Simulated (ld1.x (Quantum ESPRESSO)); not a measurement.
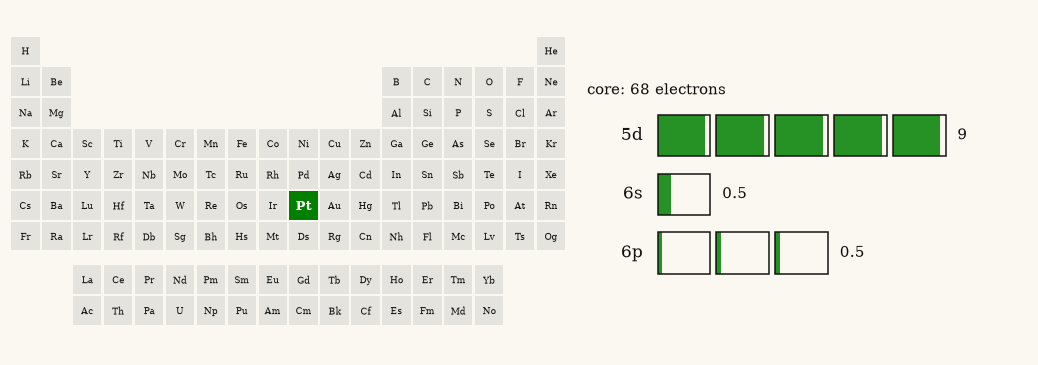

**Figure 1.** Left, the place of platinum in the periodic table; right, the valence shells of the reference configuration: a box for each of the 2l + 1 orbitals, shaded by the share of the shell that is filled, with the electron count at the right. The shells are those of the unaltered input.

# Pseudopotential generation, with input and output: Pt

Platinum (Pt, Z = 78), core [Xe] 4f14, reference valence 5d9 6s0.5 6p0.5, valence charge 10. (This line and the method describe the unaltered input from which the odd one was made.) Computed at this level: RRKJ potential, PBE, scalar-relativistic, made with ld1.x (Quantum ESPRESSO) 7.5.

## Outcome

| quantity | value |
| --- | --- |
| outcome | generated |
| hardware | 1 CPU thread, shared host |
| wall time | 0.68 s |

## What is odd here

The input is odd on purpose: pseudo principal number of 5D raised by one. The program ran to the end. The all-electron atom is untouched: its total energy equals that from the unaltered input (−36826.8599 Ry). The pseudo-atom's energy and levels in the reference configuration are also those from the unaltered input, so the oddity leaves no trace there. The pseudo-atom meets the occupied all-electron levels that the test lists within 0.00001 Ry. No test for ghost states or cutoffs was run on this potential, so its soundness isn't shown.

## Input file
```
 &input
   title='Pt', zed=78., rel=1, dft='PBE', iswitch=3,
   config='[Xe] 4f14 5d9 6s0.5 6p0.5',
   nld=3, rlderiv=2.90, eminld=-3.0, emaxld=5.0, deld=0.02
 /
 &inputp
   pseudotype=2, tm=.false., rho0=0.01, lloc=-2, rcloc=1.60,
   nlcc=.false.,
   file_pseudopw='Pt.UPF', file_wfcaegen='ae.wfc', file_wfcncgen='nc.wfc', file_beta='beta', file_chi='chi'
 /
3
6S  1  0   0.50   0.00  2.30  2.30  0.0
6P  2  1   0.50   0.00  2.65  2.65  0.0
5D  4  2   9.00   0.00  1.95  1.95  0.0
 &test
   configts(1)='5d9 6s0.5 6p0.5'
 /
```

Run as:
```bash
ld1.x < Pt.in > Pt.out
```

## Log
```
     Program LD1 v.7.5
     --------------------------- All-electron run ----------------------------

     Pt
     scalar relativistic calculation

     atomic number is 78.00
     dft =PBE   lsd =0 sic =0 latt =0  beta=0.20 tr2=1.0E-14
     Exchange-correlation= PBE
                           (   1   4   3   4   0   0   0)
     mesh =1277 r(mesh) =  98.81913 a.u. xmin = -7.00 dx = 0.01250
     1 Ry =  13.60569312 eV, c = 137.03599908

     n l     nl                  e(Ry)          e(Ha)          e(eV)
     1 0     1S 1( 2.00)     -5765.2587     -2882.6294    -78440.3409
     2 0     2S 1( 2.00)     -1012.8492      -506.4246    -13780.5149
     2 1     2P 1( 6.00)      -877.6561      -438.8280    -11941.1189
     3 0     3S 1( 2.00)      -237.9715      -118.9858     -3237.7673
     3 1     3P 1( 6.00)      -198.6093       -99.3046     -2702.2167
     4 0     4S 1( 2.00)       -51.1992       -25.5996      -696.6009
     4 1     4P 1( 6.00)       -38.2936       -19.1468      -521.0105
     3 2     3D 1(10.00)      -155.9669       -77.9834     -2122.0374
     5 0     5S 1( 2.00)        -7.5637        -3.7819      -102.9096
     5 1     5P 1( 6.00)        -4.1985        -2.0993       -57.1239
     4 2     4D 1(10.00)       -22.6308       -11.3154      -307.9083
     4 3     4F 1(14.00)        -5.2297        -2.6148       -71.1532
     5 2     5D 1( 9.00)        -0.5291        -0.2645        -7.1982
     6 0     6S 1( 0.50)        -0.4748        -0.2374        -6.4593
     6 1     6P 1( 0.50)        -0.1031        -0.0516        -1.4033

     final scf error:  7.9E-15 reached in  34 iterations

     Etot =  -36826.859925 Ry,  -18413.429962 Ha, -501054.954820 eV

     Ekin =   41083.214671 Ry,   20541.607336 Ha,  558965.611324 eV
     Encl =  -91520.825474 Ry,  -45760.412737 Ha,-1245204.265763 eV
     Eh   =   14319.032927 Ry,    7159.516464 Ha,  194820.367828 eV
     Exc  =    -708.282049 Ry,    -354.141025 Ha,   -9636.668208 eV

     normalization and overlap integrals

     s(1S/1S) =  1.000000  <r> =   0.0171  <r2> =    0.0004  r(max) =   0.0106
     s(2S/2S) =  1.000000  <r> =   0.0723  <r2> =    0.0062  r(max) =   0.0612
     s(2P/2P) =  1.000000  <r> =   0.0652  <r2> =    0.0052  r(max) =   0.0507
     s(3S/3S) =  1.000000  <r> =   0.1871  <r2> =    0.0400  r(max) =   0.1726
     s(3P/3P) =  1.000000  <r> =   0.1882  <r2> =    0.0411  r(max) =   0.1726
     s(4S/4S) =  1.000000  <r> =   0.4150  <r2> =    0.1944  r(max) =   0.3890
     s(4P/4P) =  1.000000  <r> =   0.4419  <r2> =    0.2219  r(max) =   0.4089
     s(3D/3D) =  1.000000  <r> =   0.1704  <r2> =    0.0340  r(max) =   0.1396
     s(5S/5S) =  1.000000  <r> =   0.9526  <r2> =    1.0187  r(max) =   0.8657
     s(5P/5P) =  1.000000  <r> =   1.1048  <r2> =    1.3824  r(max) =   0.9810
     s(4D/4D) =  1.000000  <r> =   0.4682  <r2> =    0.2534  r(max) =   0.4193
     s(4F/4F) =  1.000000  <r> =   0.5162  <r2> =    0.3247  r(max) =   0.3842
     s(5D/5D) =  1.000000  <r> =   1.6830  <r2> =    3.4340  r(max) =   1.2596
     s(6S/6S) =  1.000000  <r> =   2.8837  <r2> =    9.5791  r(max) =   2.3532
     s(6P/6P) =  1.000000  <r> =   4.8778  <r2> =   28.6991  r(max) =   3.5548

     ------------------------ End of All-electron run ------------------------

     --------------------- Generating NC pseudopotential ---------------------

      Generating local potential from pseudized AE potential:
      Matching radius rcloc =   1.6000
      Enforcing V''(0)=0 (lloc=-2)

      Local pseudo, rcloc= 1.597 Estimated cut-off energy=    12.75 Ry

      Wfc   6S  rcut= 2.324  Estimated cut-off energy=        8.18 Ry
      Using 4 Bessel functions for this wfc, rho(0) = 0.010
      This function has    0 nodes for 0 < r <    2.324

      Wfc   6P  rcut= 2.633  Estimated cut-off energy=       24.52 Ry
      This function has    0 nodes for 0 < r <    2.633

      Wfc   5D  rcut= 1.951  Estimated cut-off energy=       61.65 Ry
      This function has    0 nodes for 0 < r <    1.951

     ------------------- End of pseudopotential generation -------------------

     --------------------------- All-electron run ----------------------------

     Pt
     scalar relativistic calculation

     atomic number is 78.00
     dft =PBE   lsd =0 sic =0 latt =0  beta=0.20 tr2=1.0E-14
     Exchange-correlation= PBE
                           (   1   4   3   4   0   0   0)
     mesh =1277 r(mesh) =  98.81913 a.u. xmin = -7.00 dx = 0.01250
     1 Ry =  13.60569312 eV, c = 137.03599908

     n l     nl                  e(Ry)          e(Ha)          e(eV)
     1 0     1S 1( 2.00)     -5765.2587     -2882.6294    -78440.3409
     2 0     2S 1( 2.00)     -1012.8492      -506.4246    -13780.5149
     2 1     2P 1( 6.00)      -877.6561      -438.8280    -11941.1189
     3 0     3S 1( 2.00)      -237.9715      -118.9858     -3237.7673
     3 1     3P 1( 6.00)      -198.6093       -99.3046     -2702.2167
     4 0     4S 1( 2.00)       -51.1992       -25.5996      -696.6009
     4 1     4P 1( 6.00)       -38.2936       -19.1468      -521.0105
     3 2     3D 1(10.00)      -155.9669       -77.9834     -2122.0374
     5 0     5S 1( 2.00)        -7.5637        -3.7819      -102.9096
     5 1     5P 1( 6.00)        -4.1985        -2.0993       -57.1239
     4 2     4D 1(10.00)       -22.6308       -11.3154      -307.9083
     4 3     4F 1(14.00)        -5.2297        -2.6148       -71.1532
     5 2     5D 1( 9.00)        -0.5291        -0.2645        -7.1982
     6 0     6S 1( 0.50)        -0.4748        -0.2374        -6.4593
     6 1     6P 1( 0.50)        -0.1031        -0.0516        -1.4033

     final scf error:  7.9E-15 reached in  34 iterations

     Etot =  -36826.859925 Ry,  -18413.429962 Ha, -501054.954820 eV

     Ekin =   41083.214671 Ry,   20541.607336 Ha,  558965.611324 eV
     Encl =  -91520.825474 Ry,  -45760.412737 Ha,-1245204.265763 eV
     Eh   =   14319.032927 Ry,    7159.516464 Ha,  194820.367828 eV
     Exc  =    -708.282049 Ry,    -354.141025 Ha,   -9636.668208 eV

     normalization and overlap integrals

     s(1S/1S) =  1.000000  <r> =   0.0171  <r2> =    0.0004  r(max) =   0.0106
     s(2S/2S) =  1.000000  <r> =   0.0723  <r2> =    0.0062  r(max) =   0.0612
     s(2P/2P) =  1.000000  <r> =   0.0652  <r2> =    0.0052  r(max) =   0.0507
     s(3S/3S) =  1.000000  <r> =   0.1871  <r2> =    0.0400  r(max) =   0.1726
     s(3P/3P) =  1.000000  <r> =   0.1882  <r2> =    0.0411  r(max) =   0.1726
     s(4S/4S) =  1.000000  <r> =   0.4150  <r2> =    0.1944  r(max) =   0.3890
     s(4P/4P) =  1.000000  <r> =   0.4419  <r2> =    0.2219  r(max) =   0.4089
     s(3D/3D) =  1.000000  <r> =   0.1704  <r2> =    0.0340  r(max) =   0.1396
     s(5S/5S) =  1.000000  <r> =   0.9526  <r2> =    1.0187  r(max) =   0.8657
     s(5P/5P) =  1.000000  <r> =   1.1048  <r2> =    1.3824  r(max) =   0.9810
     s(4D/4D) =  1.000000  <r> =   0.4682  <r2> =    0.2534  r(max) =   0.4193
     s(4F/4F) =  1.000000  <r> =   0.5162  <r2> =    0.3247  r(max) =   0.3842
     s(5D/5D) =  1.000000  <r> =   1.6830  <r2> =    3.4340  r(max) =   1.2596
     s(6S/6S) =  1.000000  <r> =   2.8837  <r2> =    9.5791  r(max) =   2.3532
     s(6P/6P) =  1.000000  <r> =   4.8778  <r2> =   28.6991  r(max) =   3.5548

     ------------------------ End of All-electron run ------------------------

     Computing logarithmic derivative in   2.89233
     Computing logarithmic derivative in   2.89233
     Computing the partial wave expansion
     R is outside the sphere for l=    0 j= 0.00
     R is outside the sphere for l=    1 j= 0.00
     R is outside the sphere for l=    2 j= 0.00

     ---------------------- Testing the pseudopotential ----------------------

     Pt
     scalar relativistic calculation

     atomic number is 78.00   valence charge is 10.00
     dft =PBE   lsd =0 sic =0 latt =0  beta=0.20 tr2=1.0E-14
     mesh =1277 r(mesh) =  98.81913 xmin = -7.00 dx = 0.01250

     n l     nl             e AE (Ry)        e PS (Ry)    De AE-PS (Ry)
     3 2     5D   1( 9.00)       -0.52906       -0.52906        0.00000
     1 0     6S   1( 0.50)       -0.47475       -0.47475        0.00000
     2 1     6P   1( 0.50)       -0.10314       -0.10314       -0.00000

     eps = 2.2E-16  iter =  6

     Etot =  -36826.859925 Ry,  -18413.429962 Ha, -501054.954820 eV
     Etotps =   -51.990028 Ry,     -25.995014 Ha,    -707.360370 eV

     Ekin =      40.661976 Ry,      20.330988 Ha,     553.234368 eV
     Encl =    -127.150656 Ry,     -63.575328 Ha,   -1729.972800 eV
     Ehrt =      49.495266 Ry,      24.747633 Ha,     673.417407 eV
     Ecxc =      -8.634356 Ry,      -4.317178 Ha,    -117.476398 eV
     Epseu=      -6.362259 Ry,      -3.181130 Ha,     -86.562948 eV

     ---------------------- End of pseudopotential test ----------------------
```
